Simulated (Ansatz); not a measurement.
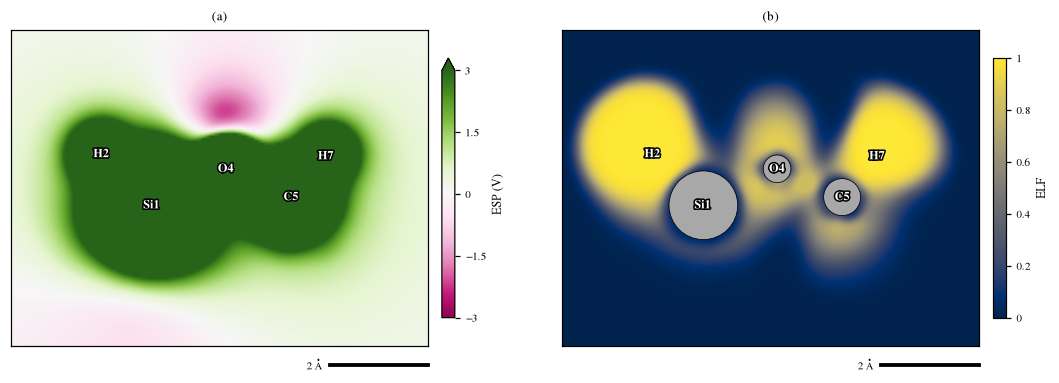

Figure. CH$_{4}$F$_{2}$OSi. (a) electrostatic potential; (b) electron localisation function on the plane of atoms Si1, O4 and C5. Grey discs cover the atomic cores in the ELF map.

The calculation used Ansatz, RKS PBE0/6-31G.

| atom | x (Å) | y (Å) | z (Å) |
| --- | --- | --- | --- |
| Si | -0.0773 | -0.0458 | 0.1795 |
| H | 0.6641 | 0.1454 | 1.4424 |
| F | 0.9598 | -0.0953 | -1.1389 |
| O | -1.1855 | 1.1976 | 0.0102 |
| C | -2.1273 | 1.4690 | -1.0504 |
| H | -2.8625 | 0.6619 | -1.1262 |
| H | -2.6304 | 2.3996 | -0.7900 |
| H | -1.6081 | 1.5866 | -2.0068 |
| F | -0.8431 | -1.5383 | 0.1431 |

Interpret the plot.

Answer.
- The section cuts through Si, H, O and C sites.
- C–O (1.44 Å): the ELF peaks at about 0.80 between the atoms (a shared but strongly polarised pair).
- Si–O (1.67 Å): the ELF peaks at about 0.85 between the atoms, as expected for a polar covalent bond.
- C–H (1.09 Å): the ELF climbs to about 1 towards the hydrogen, as it does in any bond to H (a covalent bond by its length).
- Si–H (1.48 Å): the ELF climbs to about 1 towards the hydrogen.
- The ELF also peaks beside O4, away from the bonds: lone-pair regions.
- Outside the dense part of the molecule the potential is most negative (−2.2 V) near O4.
